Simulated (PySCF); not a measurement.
## Electronic structure of C₄H₈BFP (doublet) in real space

```xyz
15

C    -2.9141    0.2985   -0.1566
C    -1.5260    0.1954    0.3107
C    -0.4908    0.2724   -0.7567
C     0.8233    0.0413   -0.5961
B     1.5385   -0.3605    0.7102
F     0.8445   -0.5186    1.8301
P     3.4606   -0.6503    0.8121
H    -3.7173    0.2772    0.5531
H    -3.1498    0.3981   -1.1973
H    -1.3243    0.9879    1.0494
H    -1.3901   -0.7287    0.8913
H    -0.8628    0.5501   -1.7370
H     1.4402    0.1522   -1.4819
H     3.7625    0.5009    0.0971
H     3.5012   -1.4079   -0.3503
```

Geometry: GFN2-xTB.

Computed with UKS B3LYP, pcH-1 on B C F H P, non-relativistic, mean-field spin-orbit, GIAO in PySCF.

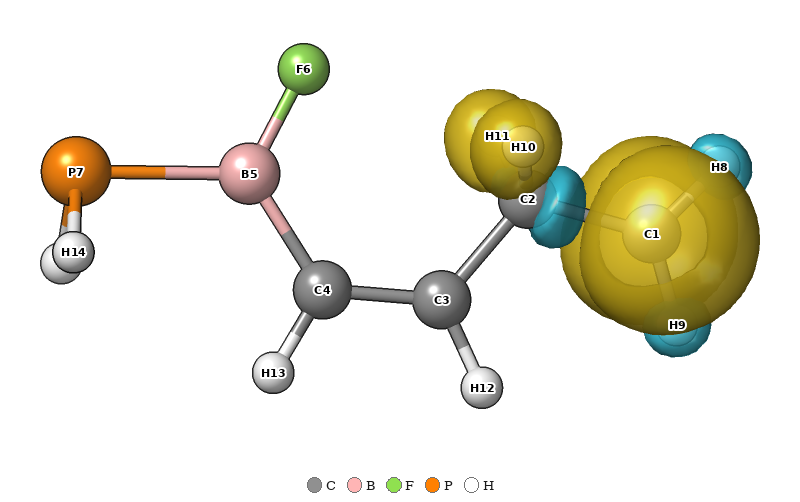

Figure 1. Isosurfaces of the spin density (α minus β) at +0.02 (yellow) and −0.02 e/Å³ (cyan), seen across its widest extent.

**Where is the unpaired spin?**

The unpaired spin (1 electron) lies mostly on C1 (about 0.7), in electrons by Hirshfeld's partition.

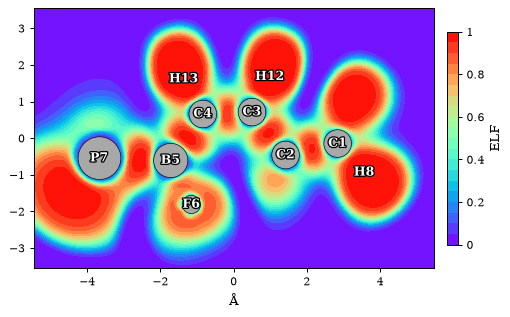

Figure 2. Electron localisation function on the plane of atoms C4, B5 and P7. Grey discs cover the atomic cores.

**Read the bonding off the picture.**

The plane passes through C, B, F, P and H nuclei. B–F (1.33 Å): the ELF peaks at about 0.85 between the atoms (a polar covalent bond). C–C (1.34 Å): the ELF peaks at about 0.95 between the atoms (a multiple bond). C–B (1.54 Å): the ELF peaks at about 1 between the atoms; localised, covalent bonding. B–P (1.95 Å): the ELF peaks at about 1 between the atoms; a shared electron pair. C–H (1.07 Å): the ELF climbs to about 1 towards the hydrogen, as it does in any bond to H; a covalent bond by its length. The ELF also peaks beside F6 and P7, away from the bonds: non-bonding electrons, paired or unpaired.

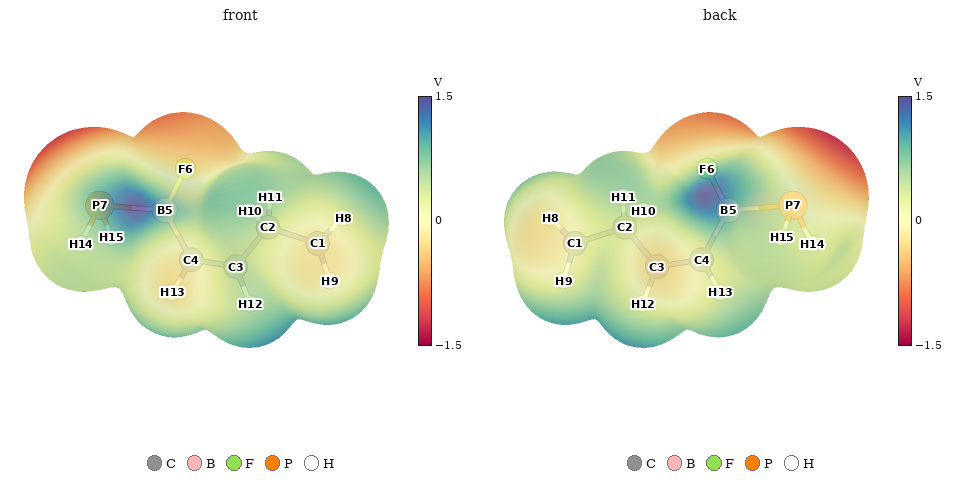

Figure 3. The electrostatic potential painted on the density surface at 0.002 e/bohr³, seen from the front and from behind; the colour scale runs from red (negative) to blue (positive).

**Describe the electrostatic potential map.**

The most negative region (about −1.2 V, or −28 kcal/mol for a unit charge) lies over P7, the most positive (about +1.4 V, or +32 kcal/mol for a unit charge) over B5.
